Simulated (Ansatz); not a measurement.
Reaction (SMILES): P (PH3) + H+ → [PH4+]
B3LYP-D3(BJ)/def2-TZVP geometries, fixed; electronic energies without zero-point terms; positive where energy is released.

Basis-set convergence of the proton affinity at CCSD(T) with Ansatz (a first-principles code). Cartesian d functions, on some or all atoms, in 6-31G*, 6-31G**; all else is spherical. Cores are frozen. No added dispersion term, no relativity. Functions are those of the species that has most. Reference: Hartree-Fock in aug-cc-pV(Q+d)Z plus the correlation part extrapolated as X^-3 from aug-cc-pV(T+d)Z and aug-cc-pV(Q+d)Z, 193.41 kcal/mol, itself unsure by roughly 0.13 kcal/mol (a third of the extrapolation step and of the last Hartree-Fock step). Deviations are taken from unrounded values. Cost is core time over that of 6-311++G(3df,3pd), rough, on shared machines of one kind; a dash marks a row that isn't timed (too short, read off another run, short of memory, by another algorithm or on other hardware).

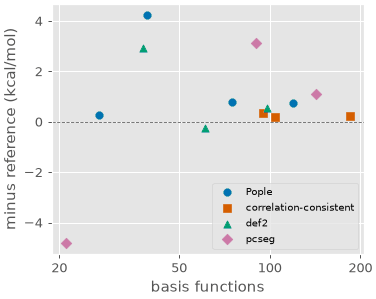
Deviation from the reference against the number of basis functions, by family of sets.

| basis | functions | proton affinity (kcal/mol) | minus reference (kcal/mol) | cost |
|---|---|---|---|---|
| pcseg-0 | 21 | 188.62 | -4.79 | - |
| 6-31G* | 27 | 193.66 | 0.25 | - |
| def2-SVP | 38 | 196.35 | 2.94 | - |
| 6-31G** | 39 | 197.64 | 4.24 | - |
| def2-TZVP | 61 | 193.15 | -0.26 | - |
| 6-311++G(2d,2p) | 75 | 194.18 | 0.78 | - |
| pcseg-2 | 90 | 196.54 | 3.13 | - |
| cc-pV(T+d)Z | 95 | 193.77 | 0.37 | - |
| def2-TZVPP | 98 | 193.96 | 0.55 | 0.6× |
| jun-cc-pV(T+d)Z | 104 | 193.58 | 0.17 | 0.7× |
| 6-311++G(3df,3pd) | 119 | 194.14 | 0.73 | 1× |
| aug-pcseg-2 | 142 | 194.50 | 1.09 | 2× |
| cc-pV(Q+d)Z | 184 | 193.63 | 0.22 | 4× |
